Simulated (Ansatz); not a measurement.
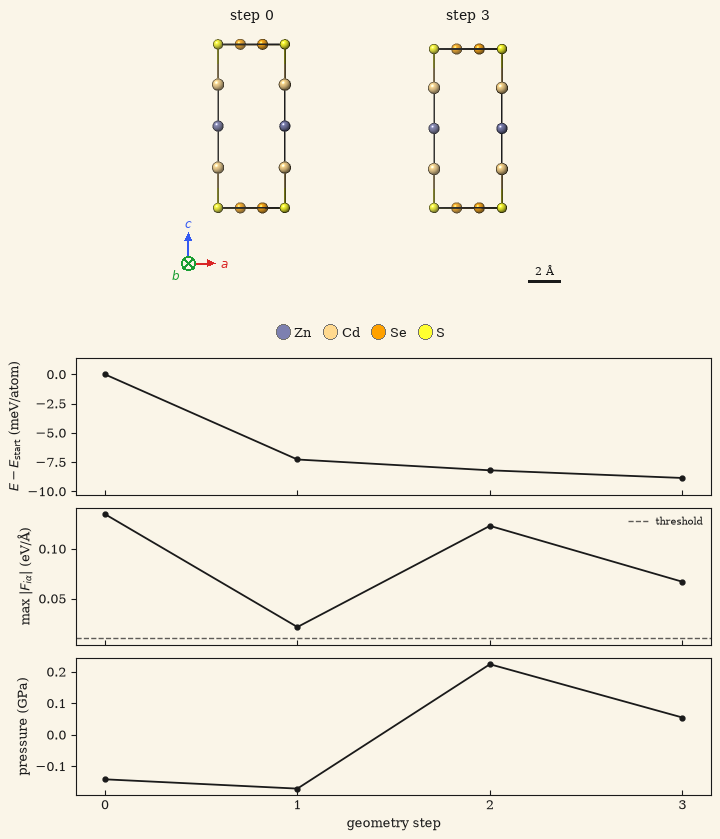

First and last geometry of a relaxation of solid ZnCd₂Se₂S (a generated structure, set up in P6/mmm), with the history of the run. The picture is a ball-and-stick view of the cell of the calculation, seen along the b axis.

Theory: DFT PBE, scalar-relativistic, plane waves, PAW in Ansatz.

The input:
```yaml
crystal:
  lattice:
    - [4.8926094803, 0.0, 0.0]
    - [-2.4463047402, 4.2371241008, 0.0]
    - [0.0, 0.0, 10.3809886828]
  atoms:
    - { symbol: Zn, position: [0.0, 0.0, 0.5] }
    - { symbol: Cd, position: [0.0, 0.0, 0.2463348017] }
    - { symbol: Cd, position: [0.0, 0.0, 0.7536651983] }
    - { symbol: Se, position: [0.3333333333, 0.6666666667, 0.0] }
    - { symbol: Se, position: [0.6666666667, 0.3333333333, 0.0] }
    - { symbol: S, position: [0.0, 0.0, 0.0] }
basis:
  ecutwfc: 420
kpoints:
  mp_grid: { grid: [12, 12, 4] }
hamiltonian:
  xc: pbe
scf:
  occupations: { method: gaussian, width: 0.1 }
output:
  forces: true
  stress: true
  eigenvalues: true
  write_density: true
  write_potential: true
  elf: true
  volumetric_format: npy
relax:
  adjacent_minimum: "off"
  f_tol: 0.01
  max_steps: 80
  cell: { stress_tol: 0.05 }
```

Run as
```bash
ansatz run input.yaml --threads 1 --pin off --max-ram 2560MiB --backend cpu --events-out ev --progress --plain --runs-dir out
```

**What do the curves and the structures tell?**

The run was cut off at its time limit before the relaxation converged, so the last structure is only a point on the way. The largest moves relative to the cell, 0.017 Å, are those of Cd2 and Cd3. Cd2 goes along −c. Se and Zn and S stay in place. Cell: a = b 4.893 → 4.972 Å (+1.6 %), c 10.381 → 10.084 Å (−2.9 %). Volume +0.3 %. Some distances before and after: Cd2–S6 2.557 → 2.467 Å, Zn1–Cd2 2.633 → 2.575 Å, Se4–S6 2.825 → 2.871 Å, Se4–Se5 2.825 → 2.871 Å. The space group stays P6/mmm (No. 191). The energy falls by 8.9 meV per atom in 3 geometry steps. Largest force component: 0.13 eV/Å at the start, 0.067 eV/Å at the end. Pressure: −0.14 GPa at the start and 0.05 GPa at the end.
